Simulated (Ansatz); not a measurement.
## Cr(110) film, 5 layers, flat: channels in plane against thickness

Aim: the ballistic channels of flat films against thickness, first Cr(110) film, 5 layers, flat.

Calculated with Ansatz 0.2.0; Ansatz plane-wave DFT, PBE, PAW files; ballistic transport by layer matching (Landauer), zero bias; PAW set soft_1.

## Step 1: The structure

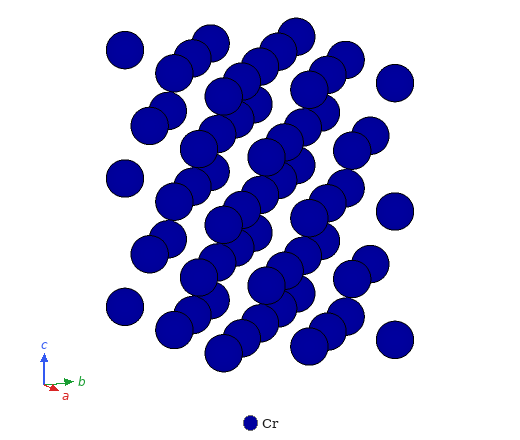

The starting structure, seen from the side, with the c axis up (chromium blue). 1×2×2 cells are drawn. Some periodic images of atoms are drawn too.

The cell holds 10 atoms: 10 Cr. Cell: a = 19.157 Å, b = 2.884 Å, c = 4.078 Å, α = 90.0°, β = 90.0°, γ = 90.0°. It derives from Cr. Vacuum lies along a. The structure's axis is c.

## Step 2: With 5 layers

Vacuum lies along the first vector, which takes one k-point, and the current runs in the film's plane. One period is a perfect wire, so its channels are the result. Energies from -0.27 to 0.27 eV in steps of 0.036 eV cover the slope of the Fermi function at 300 K, so the program can form a conductance.

The input, input.yaml:

```yaml
crystal:
  lattice:
    - [19.1569009851, 0.0, 0.0]
    - [0.0, 2.8839, 0.0]
    - [0.0, 0.0, 4.0784504925]
  atoms:
    - { symbol: Cr, position: [0.2349022947, 0.0, 0.0] }
    - { symbol: Cr, position: [0.2349022947, 0.5, 0.5] }
    - { symbol: Cr, position: [0.3413508924, 0.5, 0.0] }
    - { symbol: Cr, position: [0.3413508924, 0.0, 0.5] }
    - { symbol: Cr, position: [0.4477994901, 0.0, 0.0] }
    - { symbol: Cr, position: [0.4477994901, 0.5, 0.5] }
    - { symbol: Cr, position: [0.5542480878, 0.5, 0.0] }
    - { symbol: Cr, position: [0.5542480878, 0.0, 0.5] }
    - { symbol: Cr, position: [0.6606966855, 0.0, 0.0] }
    - { symbol: Cr, position: [0.6606966855, 0.5, 0.5] }
kpoints:
  mp_grid: { grid: [1, 14, 10] }
hamiltonian:
  xc: pbe
  pseudopotentials: { kind: paw, azcp: { folder: soft_1 } }
scf:
  occupations: { method: fermi_dirac, width: 0.1 }
output:
  transmission:
    leads: [[0, 0]]
    kmesh: [1, 32]
    e_range: [-0.27, 0.27]
    de: 0.036
```

The run is started by

```bash
$ ansatz run input.yaml --threads 4 --pin off --max-ram 8192MiB --backend cpu --events-out ev --progress --plain --runs-dir out
```

Numbers of over 12 decimals in the logs are rounded to 6 here.

Output:

```text
Engine: ansatz 0.2.0, aarch64-unknown-linux-gnu
Pseudopotentials: kind: paw
Pseudopotential: Cr, paw, valence charge 14, recommended cutoff 420 eV (normal), soft_1/Cr.paw.azcp
Functional definition: PBE
  parameter kappa = 0.804
  parameter beta = 0.066725
  exchange = pbe_x(kappa = kappa, mu = beta*pi^2/3)
  correlation = pbe_c(beta = beta)
Crystal: 10 atoms, lattice volume = 225.320 Å³
Basis set: ecut = 420 eV, 4397 PW (Γ)
Bands: 84, of which v1, the nominal top of the filled ones, is band 70 counted from 1 (69 counted from 0)
Symmetry: 16 space group operations
Space group: Cmmm (ITA 65), of the structure as read, at distance tolerance 6.1e-5 Å
k-points: 48 of 140
Non-local potential: Cr, projectors of the file, l = 0: 3, l = 1: 2, l = 2: 3, l = 3: 1
PAW form: soft (Blöchl's): semilocal exchange-correlation on the pseudo side does not see the compensation charge
PAW one-centre angular grid: Cr, 590 points (default); XC on 64 Gauss nodes
Initial density: superposition of atomic densities (neutral atoms: chi_scale 0, normalization atom)
Initial wavefunctions: pseudopotential atomic-orbital guess
Functional: x = pbe(κ = 0.804, μ = 0.219515), c = pbe(β = 0.066725)
SCF iter   1: F=—  HF=-33789.970413 eV  |F-HF|=—  |Δ(HF+E_count)|=         —  Δρ=1.78e-1  dr2=9.93e1  ethr=3.10e-3  ⟨swp⟩=8.5  Hψ=17639  notcnv=0
preconditioner: auto → LDOS  [metal: Δε(μ)=0.006 eV  Ē_g=3.984 eV  σ=0.100 eV  W_gap=0.02  n_scr=54 (ndim 8)  ℏωp=19.2 eV  f_vac=0.395  D(μ)=9.93/eV (n_scr^D=88)  β→1.0]
SCF iter   2: F=—  HF=-33825.092307 eV  |F-HF|=—  |Δ(HF+E_count)|=    3.51e1  Δρ=3.68e-1  dr2=4.66e2  ethr=3.10e-3  ⟨swp⟩=6.1  Hψ=33999  notcnv=0  defer=15  recentre
automatic band count: the SCF goes on with 98 bands, as 84 were too few: the levels above may hold too much charge
SCF iter   3: F=—  HF=-33773.415726 eV  |F-HF|=—  |Δ(HF+E_count)|=    5.17e1  Δρ=5.17e-2  dr2=9.53e0  ethr=3.10e-3  ⟨swp⟩=4.0  Hψ=14589  notcnv=0  defer=39
SCF iter   4: F=—  HF=-33772.577084 eV  |F-HF|=—  |Δ(HF+E_count)|=   8.39e-1  Δρ=1.32e-2  dr2=4.25e-1  ethr=3.10e-3  ⟨swp⟩=2.4  Hψ=7573  notcnv=0  defer=15
SCF iter   5: F=—  HF=-33772.485121 eV  |F-HF|=—  |Δ(HF+E_count)|=   9.20e-2  Δρ=2.56e-3  dr2=1.44e-2  ethr=3.04e-4  ⟨swp⟩=3.4  Hψ=10971  notcnv=0  defer=15
SCF iter   6: F=—  HF=-33772.490091 eV  |F-HF|=—  |Δ(HF+E_count)|=   4.97e-3  Δρ=2.03e-3  dr2=1.15e-2  ethr=1.03e-5  ⟨swp⟩=2.3  Hψ=6739  notcnv=0  defer=15
SCF iter   7: F=—  HF=-33772.489517 eV  |F-HF|=—  |Δ(HF+E_count)|=   5.74e-4  Δρ=6.00e-4  dr2=1.54e-3  ethr=8.20e-6  ⟨swp⟩=2.0  Hψ=5980  notcnv=0  defer=15
SCF iter   8: F=—  HF=-33772.489396 eV  |F-HF|=—  |Δ(HF+E_count)|=   1.21e-4  Δρ=2.90e-4  dr2=2.70e-4  ethr=1.10e-6  ⟨swp⟩=2.6  Hψ=6313  notcnv=0  defer=15
SCF iter   9: F=—  HF=-33772.489381 eV  |F-HF|=—  |Δ(HF+E_count)|=   1.53e-5  Δρ=1.01e-4  dr2=2.99e-5  ethr=1.93e-7  ⟨swp⟩=2.0  Hψ=6373  notcnv=0  defer=15
SCF iter  10: F=—  HF=-33772.489485 eV  |F-HF|=—  |Δ(HF+E_count)|=   1.04e-4  Δρ=4.38e-5  dr2=8.01e-6  ethr=2.14e-8  ⟨swp⟩=3.0  Hψ=7435  notcnv=0  defer=15
SCF iter  11: F=—  HF=-33772.489485 eV  |F-HF|=—  |Δ(HF+E_count)|=   5.35e-7  Δρ=8.09e-6  dr2=3.14e-7  ethr=5.72e-9  ⟨swp⟩=2.1  Hψ=6483  notcnv=0  defer=15
SCF iter  12: F=-33772.489485 eV  HF=-33772.489485 eV  |F-HF|=3.49e-10  |Δ(HF+E_count)|=   2.07e-8  Δρ=3.39e-6  dr2=2.37e-8  ethr=7.14e-11  ⟨swp⟩=7.3  Hψ=14712  notcnv=0
SCF 1 converged in 12 iterations: F = -33772.489485 eV  dr2 = 2.37e-8
  greatest PAW one-centre occupation: 1.000 electrons in one spin orbital (limit 2), on the Cr atom at site 7 (counted from 0), in its partial waves of l = 0
transmission: 12 of 102 steps passed
transmission: 24 of 102 steps passed
[...]
transmission: 102 of 102 steps passed
SCF converged after 12 iterations
Free energy (F): -33772.489485 eV
Harris-Foulkes:  -33772.489485 eV  (|F-HF|=3.49e-10)
Internal energy: -33772.114053 eV  (E = F + TS)
E sigma→0 (E₀):  -33772.301769 eV
Entropy (-TS):   -0.375432 eV (-37.543 meV/atom)
Fermi energy:    7.781226 eV
--- Per-component energies (eV) ---
  E_band       = -3056.048172
  E_kinetic    = 3014.230482
  E_local      = -119978.368345  (includes V_loc(G=0)·N_el)
  E_nonlocal   = 423.800133
  E_hartree    = 58825.726496
  E_xc         = -1153.287831
  E_vxc        = -1467.338609  (∫ρ·V_xc dr)
  E_paw        = -12186.539454  (= ΣΔE_a)
  E_vpaw       = -2699.803549  (= ΣTr[D̂ρ^β])
  E_aug_tail   = 0.008413  (compensation charges beyond the density's cutoff)
  E_ewald      = 37282.316055
  E_smearing   = -0.375432  (= −TS)
  E_closure    = 0.000000  (closes the sum)
  Σ components = -33772.489485   (vs F -33772.489485, Δ=0.00e0)
--- Band table (eV; the first three rows and the last of 48) ---
  k-point 0: bands = [... 66 lower, 7.5641, 7.7770, 7.8093, 8.2726, 8.2926, 8.3055, 8.4974, 8.6094, ... 24 higher]
  k-point 1: bands = [... 66 lower, 7.5815, 7.6341, 7.7506, 8.0346, 8.1550, 8.2854, 8.3444, 8.4233, ... 24 higher]
  k-point 2: bands = [... 66 lower, 7.3014, 7.4405, 7.6289, 7.6823, 7.9767, 8.1251, 8.1835, 8.1880, ... 24 higher]
  k-point 47: bands = [... 66 lower, 8.2433, 8.2433, 8.7347, 8.7347, 8.7564, 8.7564, 8.7817, 8.7817, ... 24 higher]
--- Transmission ---
  basis      : 481 plane waves across, 6 finite elements along
  points     : 17, standing for a mesh of 1 x 32
  filling    : by the input's occupations and mesh, since the crystals that have channels conduct as metals do. If one of these is a semiconductor, that mesh has misplaced its level
  energies   : 16 from -0.270000 to 0.270000 eV about the Fermi level, 0.036000 eV apart; the leads are filled to 0.000000 eV, and channels, transmission and decay are at 0.018000 eV
  crystal 0  : Cr10, at the sites [0, 0], period 4.0785 Å: whole cells are its period
    offset         : up to 0.0000 Å between an atom of the period and one for which it stands
    filled         : 13.0 meV under the level at which it is neutral
    channels       : 5.500000e0 a spin
    conductance    : 7.3267e14 S/m² at 300 K; may be off by some 0.1 % by where its bands' edges are placed, 8.5 % from the k-mesh, 0.8 % from the distance to neutral
```

Run time: 17 min. Hardware: 4 threads of Arm Neoverse V2, shared host; peak memory 3.1 GiB; 63 min of CPU time.

This run has no spin polarisation, although Cr can carry a moment.

This step gave:

```yaml
free_energy: -33772.4895 eV
energy_at_zero_smearing: -33772.3018 eV
fermi_energy: 7.781 eV
cell_area: 55.25 Å²
open_channels_per_spin_nearest_the_fermi_level: 5.094
estimated_errors_of_the_lead_s_conductance: 0.1, 8.5, 0.8 % (band edges, k-mesh, distance from neutral)
lead_conductance_per_cell: 5.224 G₀
```

Per spin. Table of open channels, zone mean, lead by energy, zero at the Fermi level:

| energy (eV) | open channels, zone mean, lead |
| --- | --- |
| -0.270 | 5.31 |
| -0.234 | 5.12 |
| -0.198 | 5.09 |
| -0.162 | 5.09 |
| -0.126 | 5.16 |
| -0.090 | 4.91 |
| -0.054 | 5.03 |
| -0.018 | 5.09 |
| 0.018 | 5.5 |
| 0.054 | 5.28 |
| 0.090 | 5.34 |
| 0.126 | 5.41 |
| 0.162 | 5.84 |
| 0.198 | 6.47 |
| 0.234 | 6.66 |
| 0.270 | 7.22 |

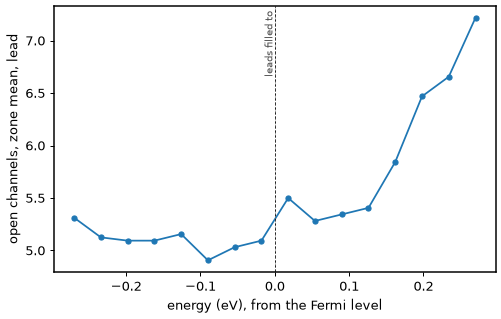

Open channels, zone mean, lead against energy.

The program's largest error estimate for it is 8.5 %, from the k-mesh.

## Step 3: With 6 layers, thickness 12.235 A

The film grows to 6 layers.

System of this step: Cr(110) film, 6 layers, flat. The cell holds 12 atoms: 12 Cr. Its edges and angles: a = 21.196 Å, b = 2.884 Å, c = 4.078 Å, α = 90.0°, β = 90.0°, γ = 90.0°. It derives from Cr. Vacuum lies along a. The structure's axis is c.

input.yaml, the sections that differ from step 2:

```yaml
crystal:
  lattice:
    - [21.1961262313, 0.0, 0.0]
    - [0.0, 2.8839, 0.0]
    - [0.0, 0.0, 4.0784504925]
  atoms:
    - { symbol: Cr, position: [0.212302944, 0.0, 0.0] }
    - { symbol: Cr, position: [0.212302944, 0.5, 0.5] }
    - { symbol: Cr, position: [0.3085103936, 0.5, 0.0] }
    - { symbol: Cr, position: [0.3085103936, 0.0, 0.5] }
    - { symbol: Cr, position: [0.4047178432, 0.0, 0.0] }
    - { symbol: Cr, position: [0.4047178432, 0.5, 0.5] }
    - { symbol: Cr, position: [0.5009252928, 0.5, 0.0] }
    - { symbol: Cr, position: [0.5009252928, 0.0, 0.5] }
    - { symbol: Cr, position: [0.5971327424, 0.0, 0.0] }
    - { symbol: Cr, position: [0.5971327424, 0.5, 0.5] }
    - { symbol: Cr, position: [0.693340192, 0.5, 0.0] }
    - { symbol: Cr, position: [0.693340192, 0.0, 0.5] }
# kpoints, hamiltonian, scf, output: as in step 2
```

Output:

```text
[...]
Crystal: 12 atoms, lattice volume = 249.306 Å³
Basis set: ecut = 420 eV, 4879 PW (Γ)
Bands: 101, of which v1, the nominal top of the filled ones, is band 84 counted from 1 (83 counted from 0)
[... 1 set-up line as in the run before ...]
[...]
k-points: 48 of 140
[...]
k-point 47: bands = [... 80 lower, 9.6707, 9.6707, 9.6707, 9.6707, 9.7717, 9.7717, 9.7717, 9.7717, ... 30 higher]
--- Transmission ---
  basis      : 527 plane waves across, 6 finite elements along
  points     : 17, standing for a mesh of 1 x 32
[...]
crystal 0  : Cr12, at the sites [0, 0], period 4.0785 Å: whole cells are its period
[...]
filled         : 18.6 meV under the level at which it is neutral
    channels       : 6.031250e0 a spin
[...]
[key lines of the parts left out:]
SCF converged after 13 iterations
Free energy (F): -40527.987987 eV
Fermi energy:    8.822738 eV
```

The job ended after 26 min (4 threads; peak memory 3.9 GiB).

This step gave:

```yaml
free_energy: -40527.9880 eV
energy_at_zero_smearing: -40527.7825 eV
fermi_energy: 8.823 eV
cell_area: 61.13 Å²
open_channels_per_spin_nearest_the_fermi_level: 5.719
estimated_errors_of_the_lead_s_conductance: 0, 8.8, 1.4 % (band edges, k-mesh, distance from neutral)
lead_conductance_per_cell: 5.850 G₀
```

Per spin. Table of open channels, zone mean, lead by energy, zero at the Fermi level:

| energy (eV) | open channels, zone mean, lead |
| --- | --- |
| -0.270 | 5.75 |
| -0.234 | 5.78 |
| -0.198 | 5.59 |
| -0.162 | 5.53 |
| -0.126 | 5.72 |
| -0.090 | 5.84 |
| -0.054 | 5.47 |
| -0.018 | 5.72 |
| 0.018 | 6.03 |
| 0.054 | 5.91 |
| 0.090 | 6.09 |
| 0.126 | 6.53 |
| 0.162 | 6.97 |
| 0.198 | 7.19 |
| 0.234 | 7.31 |
| 0.270 | 7.84 |

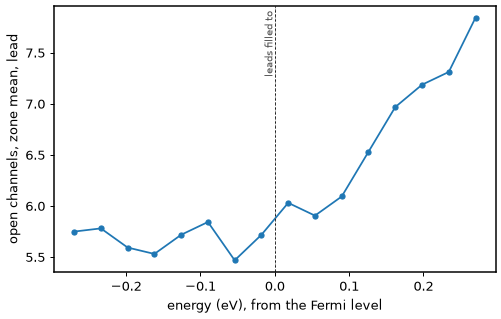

Open channels, zone mean, lead, plotted against energy.

The lead conductance per cell is 5.85 G₀, 12 % over the 5.22 G₀ of the last finished run, no more than the error estimates, leads' steps apart, of 8.5 and 8.8 % together.

## Step 4: With 7 layers, thickness 14.275 A

The film grows to 7 layers.

System of this step: Cr(110) film, 7 layers, flat. The cell holds 14 atoms: 14 Cr. Cell: a = 23.235 Å, b = 2.884 Å, c = 4.078 Å, α = 90.0°, β = 90.0°, γ = 90.0°. It derives from Cr. Vacuum lies along a. The structure's axis is c.

input.yaml, the sections that differ from step 3:

```yaml
crystal:
  lattice:
    - [23.2353514776, 0.0, 0.0]
    - [0.0, 2.8839, 0.0]
    - [0.0, 0.0, 4.0784504925]
  atoms:
    - { symbol: Cr, position: [0.193670408, 0.0, 0.0] }
    - { symbol: Cr, position: [0.193670408, 0.5, 0.5] }
    - { symbol: Cr, position: [0.2814343158, 0.5, 0.0] }
    - { symbol: Cr, position: [0.2814343158, 0.0, 0.5] }
    - { symbol: Cr, position: [0.3691982237, 0.0, 0.0] }
    - { symbol: Cr, position: [0.3691982237, 0.5, 0.5] }
    - { symbol: Cr, position: [0.4569621316, 0.5, 0.0] }
    - { symbol: Cr, position: [0.4569621316, 0.0, 0.5] }
    - { symbol: Cr, position: [0.5447260394, 0.0, 0.0] }
    - { symbol: Cr, position: [0.5447260394, 0.5, 0.5] }
    - { symbol: Cr, position: [0.6324899473, 0.5, 0.0] }
    - { symbol: Cr, position: [0.6324899473, 0.0, 0.5] }
    - { symbol: Cr, position: [0.7202538552, 0.0, 0.0] }
    - { symbol: Cr, position: [0.7202538552, 0.5, 0.5] }
# kpoints, hamiltonian, scf, output: as in step 3
```

Output:

```text
[...]
Crystal: 14 atoms, lattice volume = 273.291 Å³
Basis set: ecut = 420 eV, 5333 PW (Γ)
Bands: 118, of which v1, the nominal top of the filled ones, is band 98 counted from 1 (97 counted from 0)
[... 1 set-up line as in the run before ...]
[...]
k-points: 48 of 140
[...]
k-point 47: bands = [... 94 lower, 10.3743, 10.3743, 10.6058, 10.6058, 10.6266, 10.6266, 10.6969, 10.6969, ... 36 higher]
--- Transmission ---
  basis      : 577 plane waves across, 6 finite elements along
  points     : 17, standing for a mesh of 1 x 32
[...]
crystal 0  : Cr14, at the sites [0, 0], period 4.0785 Å: whole cells are its period
[...]
filled         : 15.9 meV under the level at which it is neutral
    channels       : 6.968750e0 a spin
[...]
[key lines of the parts left out:]
SCF converged after 12 iterations
Free energy (F): -47283.461822 eV
Fermi energy:    9.679850 eV
```

Elapsed: 39 min, on 4 threads; peak memory 4.7 GiB; 2.4 h of CPU time.

Numbers from this step:

| Item | Value |
| --- | --- |
| free energy | -47283.4618 eV |
| energy at zero smearing | -47283.2316 eV |
| Fermi energy | 9.680 eV |
| cell area | 67.01 Å² |
| open channels per spin nearest the Fermi level | 6.781 |
| estimated errors of the lead's conductance | 0, 9.7, 1.1 % (band edges, k-mesh, distance from neutral) |
| lead conductance per cell | 6.798 G₀ |

Per spin. Open channels, zone mean, lead against energy, zero at the Fermi level:

| energy (eV) | open channels, zone mean, lead |
| --- | --- |
| -0.270 | 6.59 |
| -0.234 | 6.34 |
| -0.198 | 6.34 |
| -0.162 | 6.09 |
| -0.126 | 6.34 |
| -0.090 | 6.28 |
| -0.054 | 6.16 |
| -0.018 | 6.78 |
| 0.018 | 6.97 |
| 0.054 | 6.84 |
| 0.090 | 7.16 |
| 0.126 | 7.47 |
| 0.162 | 7.47 |
| 0.198 | 7.81 |
| 0.234 | 8.12 |
| 0.270 | 9.12 |

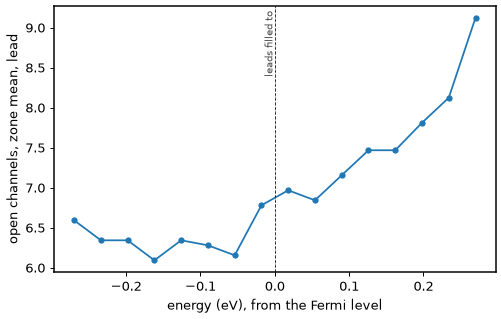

Open channels, zone mean, lead, plotted against energy.

The lead conductance per cell is 6.80 G₀, 16 % over the 5.85 G₀ of the last finished run, no more than the error estimates, leads' steps apart, of 8.8 and 9.7 % together.

## Step 5: The ladder

Times are for 4 threads of Arm Neoverse V2, shared host. The runs compared:

| no. | layers | lead conductance per cell (G₀) | time | memory (GiB) |
| --- | --- | --- | --- | --- |
| 1 | 5 | 5.224 | 17 min | 3.1 |
| 2 | 6 | 5.850 | 26 min | 3.9 |
| 3 | 7 | 6.798 | 39 min | 4.7 |

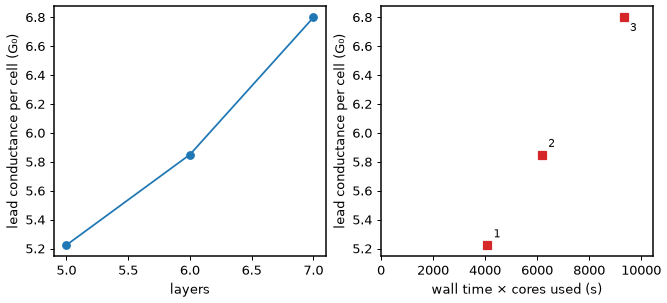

The series as plots; the last panel sets the first result against cost, with the runs numbered as in the table.

The runs together. The open channels, zone mean by energy, zero at the Fermi level:

| energy (eV) | 5 | 6 | 7 |
| --- | --- | --- | --- |
| -0.270 | 5.31 | 5.75 | 6.59 |
| -0.234 | 5.12 | 5.78 | 6.34 |
| -0.198 | 5.09 | 5.59 | 6.34 |
| -0.162 | 5.09 | 5.53 | 6.09 |
| -0.126 | 5.16 | 5.72 | 6.34 |
| -0.090 | 4.91 | 5.84 | 6.28 |
| -0.054 | 5.03 | 5.47 | 6.16 |
| -0.018 | 5.09 | 5.72 | 6.78 |
| 0.018 | 5.5 | 6.03 | 6.97 |
| 0.054 | 5.28 | 5.91 | 6.84 |
| 0.090 | 5.34 | 6.09 | 7.16 |
| 0.126 | 5.41 | 6.53 | 7.47 |
| 0.162 | 5.84 | 6.97 | 7.47 |
| 0.198 | 6.47 | 7.19 | 7.81 |
| 0.234 | 6.66 | 7.31 | 8.12 |
| 0.270 | 7.22 | 7.84 | 9.12 |

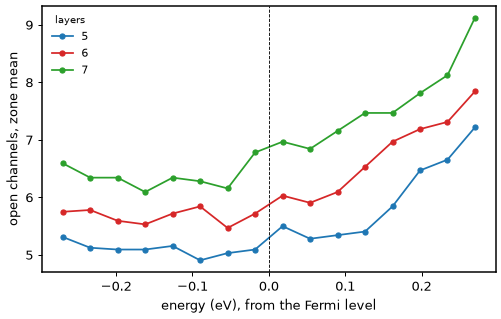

Open channels, zone mean against energy.

## Step 6: Results

```
conductance per cell, 5 layers : 5.22 G₀
conductance per cell, 6 layers : 5.85 G₀
conductance per cell, 7 layers : 6.80 G₀
```

In words: The conductance per cell width goes from 5.22 G0 at 5 to 6.80 G0 at 7 layers. Over the film's own cross-section (layers × spacing × width) the conductance runs from 1.4 to 1.3×10¹⁵ S/m²; that nominal section leaves out the charge that spills into the vacuum, which flatters the thinnest films. The gains from one thickness to the next are 0.63 and 0.95 G0 per added layer; their spread isn't beyond the error estimates. The film repeats perfectly along the current, so nothing scatters; its faces are clean and not relaxed. The runs have no spin polarisation, although Cr can order magnetically, which would change the channels. The program's error estimate for the conductance, leads' steps apart, is near 9.7 %.

[Logs are printed without paths, hosts, clocks, repeated set-up lines and the standing remarks that a program may print on its own settings, such as how far it seeks lower states.]

[Hosts, paths, dates, database ids (printed as entryN), source tags and the programs' standing remarks are cut or masked in the printed files.]
